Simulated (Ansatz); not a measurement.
CuRh5

Input file:

```
crystal:
  lattice:
    - [2.7269911165, 0.0, 0.0]
    - [-1.3634955582, 2.3616435828, 0.0]
    - [0.0, 0.0, 26.4382674977]
  atoms:
    - { symbol: Cu, position: [0.3333333333, 0.6666666667, 0.0382855637] }
    - { symbol: Cu, position: [0.6666666667, 0.3333333333, 0.9617144363] }
    - { symbol: Rh, position: [0.0, 0.0, 0.1200764334] }
    - { symbol: Rh, position: [0.6666666667, 0.3333333333, 0.2040600747] }
    - { symbol: Rh, position: [0.0, 0.0, 0.8799235666] }
    - { symbol: Rh, position: [0.3333333333, 0.6666666667, 0.7959399253] }
    - { symbol: Rh, position: [0.0, 0.0, 0.3730726137] }
    - { symbol: Rh, position: [0.6666666667, 0.3333333333, 0.4576980589] }
    - { symbol: Rh, position: [0.3333333333, 0.6666666667, 0.2884841751] }
    - { symbol: Rh, position: [0.6666666667, 0.3333333333, 0.7115158249] }
    - { symbol: Rh, position: [0.0, 0.0, 0.6269273863] }
    - { symbol: Rh, position: [0.3333333333, 0.6666666667, 0.5423019411] }
basis:
  ecutwfc: 420
kpoints:
  mp_grid: { grid: [12, 12, 2] }
hamiltonian:
  xc: pbe
scf:
  occupations: { method: gaussian, width: 0.1 }
output:
  forces: true
  stress: true
  eigenvalues: true
  write_density: true
  write_potential: true
  elf: true
  volumetric_format: npy
relax:
  adjacent_minimum: "off"
  f_tol: 0.01
  max_steps: 30
  cell: { stress_tol: 0.1, fix: [volume] }
```

Command:

```sh
ansatz run input.yaml --threads 1 --pin off --max-ram 2560MiB --backend cpu --events-out ev --progress --plain --runs-dir out
```

Below, planes, directions and counts refer to the conventional cell (a = 2.73 Å, b = 2.73 Å, c = 26.46 Å, α = 90.00°, β = 90.00°, γ = 120.00°).

The fields are those of the run's last geometry, not of the input's.

Space group P-3m1; a generated structure, not necessarily the stable one; changed on purpose from its base cell (volume × 1.03, shape and atoms relaxed); computed pressure about −6 GPa in this cell; computed without spin polarisation.

All numbers below come from DFT PBE, scalar-relativistic, plane waves, PAW (Ansatz).

Q: What will maps of the valence pseudo-density and electron localisation function show?

A: Rh–Rh (2.73 Å): the density is about 0.34 e/Å³ at the midpoint; the ELF is about 0.25 at the midpoint; no shared electron pair shows on this line.
Cu–Cu (2.73 Å): the density is about 0.21 e/Å³ at the midpoint; the ELF is about 0.20 at the midpoint; no localised pair shows between them.

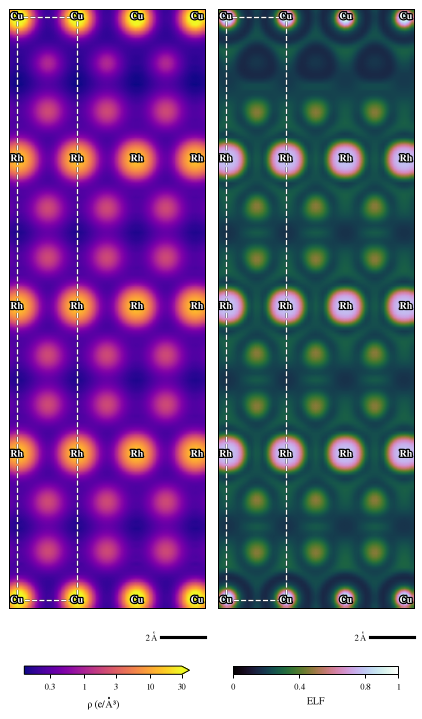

Computed valence pseudo-density and electron localisation function on the (010) plane of the conventional cell, in this order. Atoms just off the plane (Cu, 0.8 Å away and Rh, 0.8 Å away) can leave unmarked features too.

In a PAW calculation such maps are meaningful between the atoms, not at the nuclei.
